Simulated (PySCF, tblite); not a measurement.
# C₄H₅F₃O₂+ (doublet): geometry, infrared bands and EPR parameters

Aim: predict the infrared bands and EPR parameters of C₄H₅F₃O₂+ (doublet) (`CC(=[O+])COC(F)(F)F`).

Programs: tblite 0.8.0 and PySCF 2.14.0, with density-fitted response routines of our own. Each step states its level of theory. These are calculated values for one molecule in the gas phase, unless marked as measured. Atoms are numbered from 0 throughout.

**1. Starting geometry**

14 atoms, charge 1, multiplicity 2; geometry from: force field or distance geometry start.

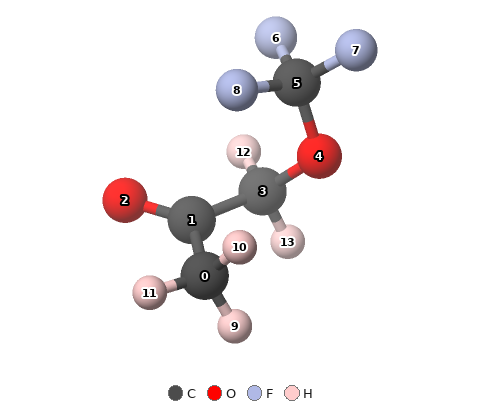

As it starts; carbon dark grey, oxygen red, fluorine light blue, hydrogen pink, atoms numbered; sticks join atoms by distance.

**2. Relaxing the molecule with GFN2-xTB**

The job: settings as JSON, then the geometry in Å.

```
{"job": {"kind": "relax", "xc": "GFN2-xTB", "basis": "xTB"}, "charge": 1, "multiplicity": 2}
C      1.800700     0.634400     0.344600
C      1.005100    -0.557100    -0.130500
O      1.338700    -1.710100     0.201900
C     -0.179100    -0.288300    -1.048000
O     -1.137500     0.611500    -0.532600
C     -1.907800     0.040500     0.500000
F     -2.462600    -1.110800     0.096700
F     -2.873100     0.908300     0.848400
F     -1.119900    -0.181400     1.579100
H      2.180500     1.175900    -0.515300
H      1.146100     1.289800     0.937000
H      2.626300     0.306800     0.969000
H     -0.650800    -1.246900    -1.305400
H      0.232800     0.127000    -1.967200
```

Launch:

```console
$ OMP_NUM_THREADS=1 python probes_run.py task.json out
```

This one command runs all jobs of the session in turn.

**Question.** This job is followed by: GFN2-xTB harmonic vibrations, gas phase; UKS B3LYP, pcH-1 on C F H O, non-relativistic, mean-field spin-orbit, GIAO. What will the session give for the following? strongest single infrared mode (GFN2-xTB); zero-point energy (GFN2-xTB); g(iso) (B3LYP); ⟨S²⟩; largest a(iso) (averaged by class).

**Answer**, as computed:

| quantity | value |
| --- | --- |
| strongest single infrared mode (GFN2-xTB) | 1092 cm⁻¹, 409 km/mol |
| zero-point energy (GFN2-xTB) | 55.1 kcal/mol |
| g(iso) (B3LYP) | 2.00383 |
| ⟨S²⟩ | 0.755 (exact 0.75) |
| largest a(iso) (averaged by class) | 13C on C1, -65.9 MHz |

In words: Over 170 steps the energy fell by 0.549 eV; of the close pairs, C1–C3 changed most, 1.522 to 1.656 Å. All 36 modes are real, so the xTB geometry is a minimum. The strongest single mode, at 1092 cm⁻¹, moves mainly C5. GFN2-xTB is a fitted tight-binding method: band positions and strengths are rough. Its intensities can rank the bands wrongly. O2 carries the largest spin population, 0.50 e. The isotropic g lies 1.5 ppt above the free-electron value.
